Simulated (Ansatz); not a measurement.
Partial pair distribution functions of a relaxed model of amorphous W₁₆Si₁₂N₂₄, broadened by 0.06 Å; density 9.55 g/cm³. The numbers are results of PBE, scalar-relativistic without spin-orbit coupling (plane waves to 420 eV, PAW; Ansatz, a quantum-chemistry and plane-wave program), not measurements. The usual formal charges leave 72 electrons over, so the level spacing at the Fermi energy parts defect or band states and needn't be the band gap.

Preparation: random packing, a CHGNet melt and quench, and a DFT relaxation. N atoms were pushed apart under 1.9 Å during the dynamics, to hinder bonds among them. The hot cell started wider than the set density and was brought back towards it in steps. It is the lowest in DFT energy of 2 quenches. It is a model cell: composition and starting density were chosen by hand, and all elements were melted together. No dispersion term was used. Its density started from a set value of 11.61 and ended at 9.55 g/cm³. The quench (nominally 380 K/ps over its main leg) was far faster than any real one, so the model tends to hold more defects than a real film. One small periodic cell is one sample of the glass; other quenches scatter about these values. The volume was free in the relaxation, at fixed shape. Stress components on the final sampling reach 2.9 GPa. On a 2×2×2 Γ-centred mesh force components of up to 0.42 eV/Å stay, since the relaxation ran on one k-point at (1/4, 1/4, 1/4).

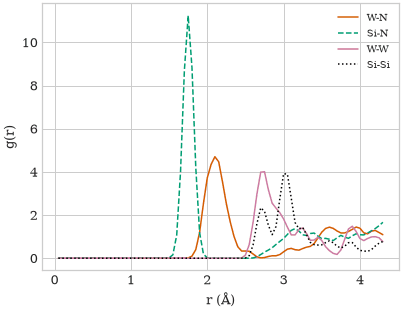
Figure. Partial pair distribution functions

Highest peaks under 4.5 Å: W-N near 2.10 Å, Si-N near 1.75 Å, W-W near 2.75 Å, Si-Si near 3.00 Å; pairs of few atoms are noisy.

Within 2.68 Å each W has 3.50 N neighbours on average.
